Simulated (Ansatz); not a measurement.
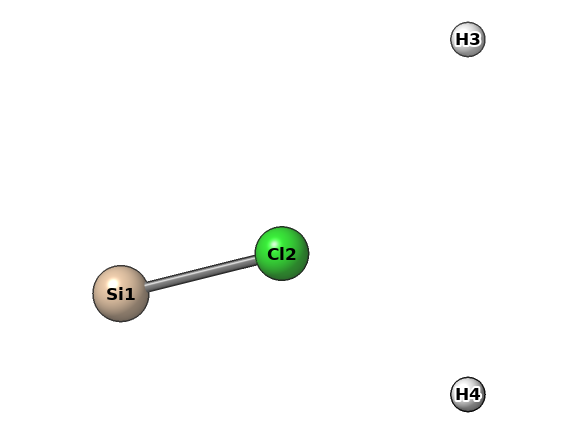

Charge 0, doublet. The geometry was computed by an optimisation with PBE0-D4/def2-TZVP. No frequency run is at hand to confirm it as a minimum.

List the bonds and their lengths.

```csv
bond,length (Å)
Si1–Cl2,2.067
```
